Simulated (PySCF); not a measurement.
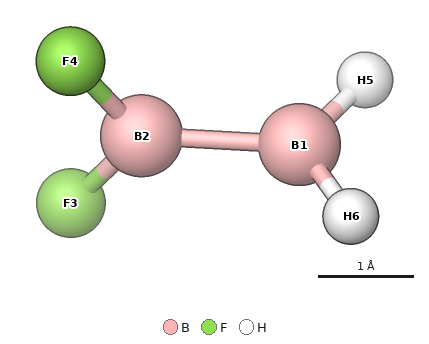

**Figure 1.** The structure as given in the input (ball-and-stick view, seen at a tilt; atoms are numbered from 1 in the order of the input). Bond lengths as drawn: B–B 1.67 Å, B–F 1.33 Å and B–H 1.17 Å.

# Property calculation of B₂H₂F₂

B₂H₂F₂, SMILES BB(F)F, computed with HF/pcseg-0, RHF (PySCF 2.14.0).

The geometry comes from this level: GFN2-xTB.

Input (calc.py):
```python
import numpy
from pyscf import gto, scf, lo

mol = gto.M(
    atom='mol.xyz',
    charge=0,
    verbose=3,
    basis='pcseg-0',
    max_memory=1860,
)

mf = mol.RHF()
mf.conv_tol = 1e-10
mf.kernel()
if not mf.converged:
    mf = mf.newton().run(mf.mo_coeff, mf.mo_occ)

energy = mf.e_tot
print('E = %.10f Eh' % energy)
dip = mf.dip_moment()
pop, q = mf.mulliken_pop()
quad = mf.quad_moment()
occ = mf.mo_coeff[:, mf.mo_occ > 0]
iaos = lo.vec_lowdin(lo.iao.iao(mol, occ), mf.get_ovlp())
c = iaos.T @ mf.get_ovlp() @ occ
pop_iao, q_iao = scf.hf.mulliken_pop(lo.iao.reference_mol(mol), (c * mf.mo_occ[mf.mo_occ > 0]) @ c.T, numpy.eye(c.shape[0]), verbose=0)
print('IAO charges', numpy.round(q_iao, 4))
```

File mol.xyz:
```
6

B     -0.384060     0.723310    -0.312960
B      0.345050    -0.650110     0.286370
F      0.646000    -1.713150    -0.448520
F      0.700630    -0.821130     1.551970
H     -1.545580     0.840870    -0.348270
H      0.237960     1.620200    -0.728600
```

Run as:
```bash
OMP_NUM_THREADS=1 python calc.py
```

Output:
```
converged SCF energy = -248.778451876962
E = -248.7784518770 Eh
Dipole moment(X, Y, Z, Debye): -0.92565,  1.74132, -0.73984
 ** Mulliken pop  **
pop of  0 B 1s            1.98695
pop of  0 B 2s            0.82721
pop of  0 B 3s            0.15850
pop of  0 B 2px           0.53046
pop of  0 B 2py           0.46054
pop of  0 B 2pz           0.09412
pop of  0 B 3px           0.53902
pop of  0 B 3py           0.38300
pop of  0 B 3pz           0.08507
pop of  1 B 1s            1.98639
pop of  1 B 2s            0.68368
pop of  1 B 3s            0.08324
pop of  1 B 2px           0.19305
pop of  1 B 2py           0.42377
pop of  1 B 2pz           0.35003
pop of  1 B 3px           0.15614
pop of  1 B 3py           0.16230
pop of  1 B 3pz           0.05077
pop of  2 F 1s            1.98643
pop of  2 F 2s            1.02067
pop of  2 F 3s            0.95749
pop of  2 F 2px           0.81826
pop of  2 F 2py           0.77212
pop of  2 F 2pz           0.82739
pop of  2 F 3px           1.05043
pop of  2 F 3py           0.98966
pop of  2 F 3pz           1.02596
pop of  3 F 1s            1.98643
pop of  3 F 2s            1.02075
pop of  3 F 3s            0.95731
pop of  3 F 2px           0.81551
pop of  3 F 2py           0.85134
pop of  3 F 2pz           0.75114
pop of  3 F 3px           1.04806
pop of  3 F 3py           1.05161
pop of  3 F 3pz           0.96549
pop of  4 H 1s            0.60243
pop of  4 H 2s            0.37243
pop of  5 H 1s            0.60245
pop of  5 H 2s            0.37243
 ** Mulliken atomic charges  **
charge of    0B =     -0.06485
charge of    1B =      0.91063
charge of    2F =     -0.44840
charge of    3F =     -0.44764
charge of    4H =      0.02514
charge of    5H =      0.02512
Traceless quadrupole moment (Debye*A):

IAO charges [-0.049   0.7141 -0.357  -0.3562  0.024   0.024 ]
```

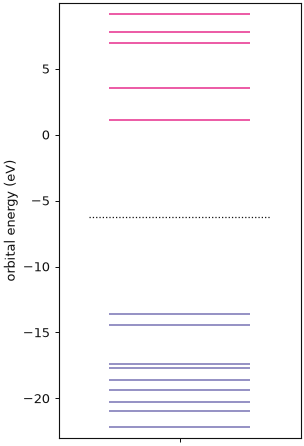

**Figure 2.** Orbital energies near the frontier; the dotted line parts filled from empty levels, and levels within 0.02 eV of each other stand side by side. Highest filled −13.59 eV, lowest empty 1.10 eV, 14.69 eV apart.

Results in brief:

- outcome: converged
- total energy: −248.778452 hartree
- basis functions: 40
- HOMO: −13.59 eV
- LUMO: 1.10 eV
- dipole moment: 2.11 D
- hardware: 1 thread of Arm Neoverse V1, 24 GiB of memory available, shared host
- wall time: 0.89 s
- peak memory: 0.12 GiB
